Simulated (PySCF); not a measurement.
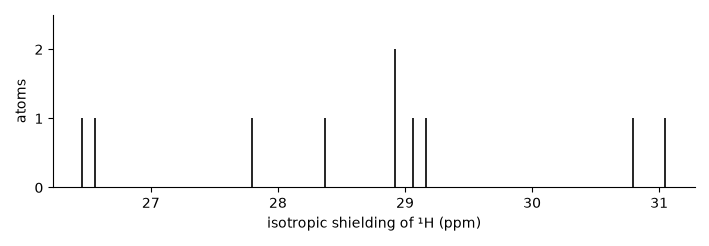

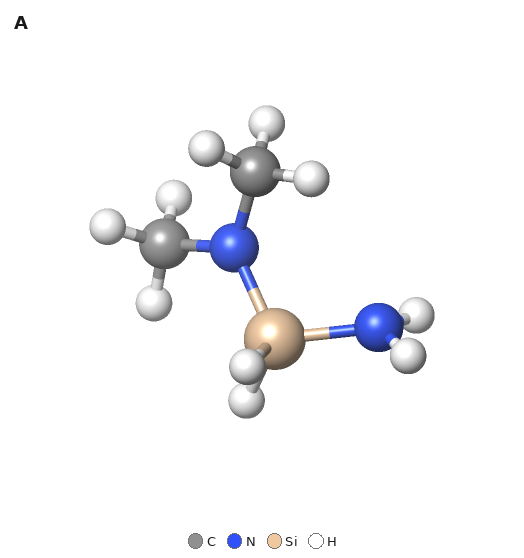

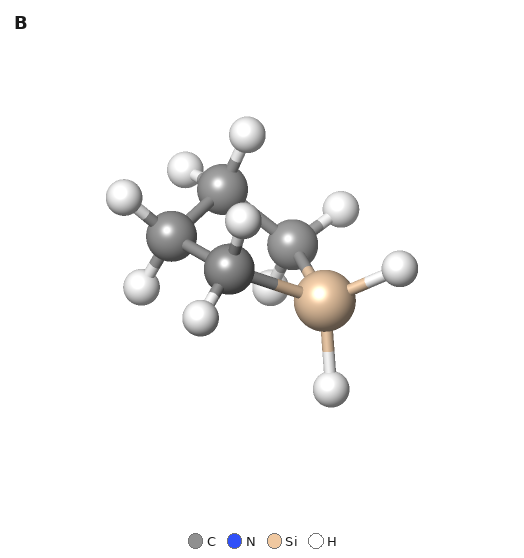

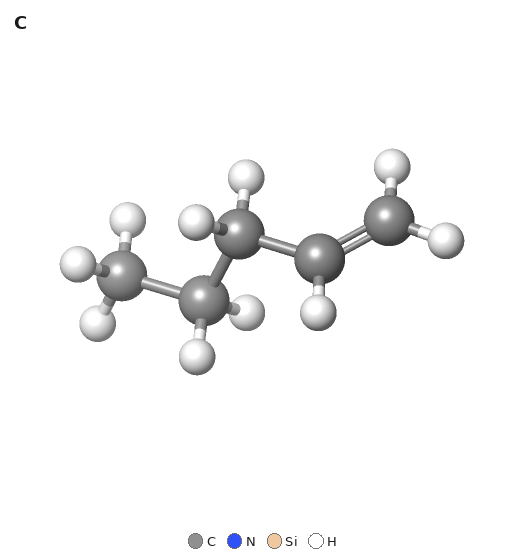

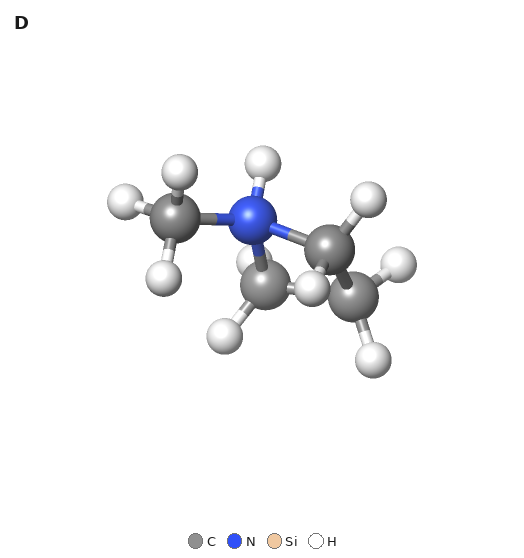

The sticks are computed shieldings of one of the molecules, for one fixed geometry (PBE0-D3(BJ)/def2-SVP) without averaging over rotations. Low shielding means a high chemical shift. Method: GIAO PBE0/pcSseg-1 NMR shielding, non-relativistic, gas phase (PySCF 2.14.0).

Question: Which molecule gives this pattern?

Answer: A, `CN(C)[SiH2]N`. Its 10 H atoms give lines at 26.46, 26.56, 27.80, 28.37, 28.92 (2 atoms), 29.06, 29.17, 30.79, 31.05 ppm.

The geometry is semi-empirical. Around Si such bond lengths and angles can be off by a tenth of an ångström or more and by several degrees, and values that hang on the shape move with them.
